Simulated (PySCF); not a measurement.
## Electronic structure of InO (charge +1, triplet) in real space

```xyz
2

In    0.0000    0.0000   -0.3644
O     0.0000    0.0000    2.6176
```

Core potentials replace the inner electrons of In.

Computed with PBE0/def2-SVPD, non-relativistic Hamiltonian with scalar-relativistic core potentials where named, at a bond length of 2.982 Å in PySCF.

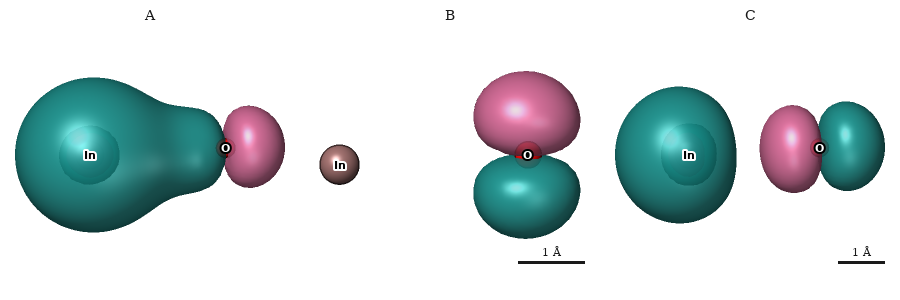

Figure 1. Three frontier β-spin orbitals, each drawn at the value that holds 80 % of its norm (teal and pink are the two phases), in no order; of a degenerate pair one member is drawn.

### Label each orbital by symmetry, say whether it is occupied, and order them by energy.

Orbital A: σ, occupied in this spin, −15.88 eV; shared between the atoms (In 70 %, O 30 %).
Orbital C: σ, occupied in this spin, −14.45 eV; shared between the atoms (In 35 %, O 65 %).
Orbital B: π, empty in this spin, −9.63 eV; mainly on O (95 %).

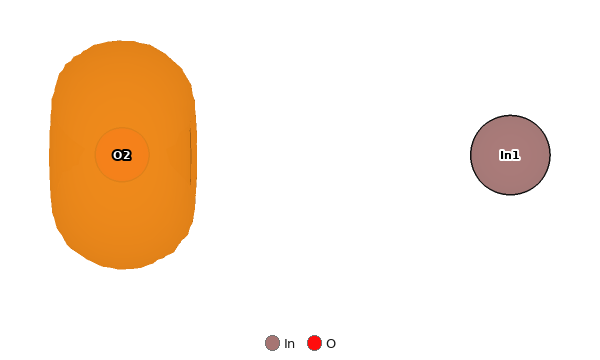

Figure 2. Isosurfaces of the spin density at +0.2 (orange) and −0.2 e/Å³ (purple), seen from one side.

### Describe the spin distribution.

The unpaired spin (2 electrons) lies mostly on O2 (about 2.0), in electrons by Hirshfeld's partition. Only one sign reaches the isovalue.

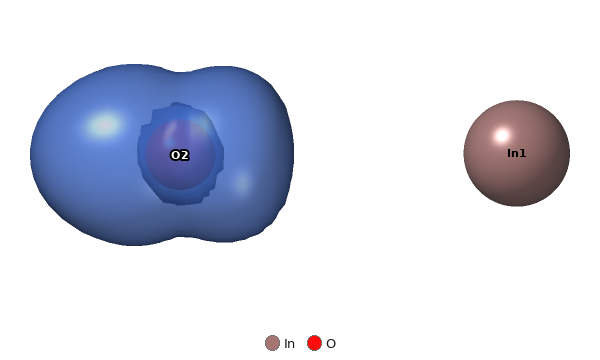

Figure 3. Isosurface of the ELF at 0.75 (blue), seen from one side. Only the valence region is drawn (cores and ρ < 0.01 e/Å³ removed).

### Identify the bonds, lone pairs and shells in this picture.

The surface consists of one region wrapped around O (its valence shell). Along the contacts the grid gives the following. In–O (2.98 Å): the ELF is about 0.10 at the midpoint.
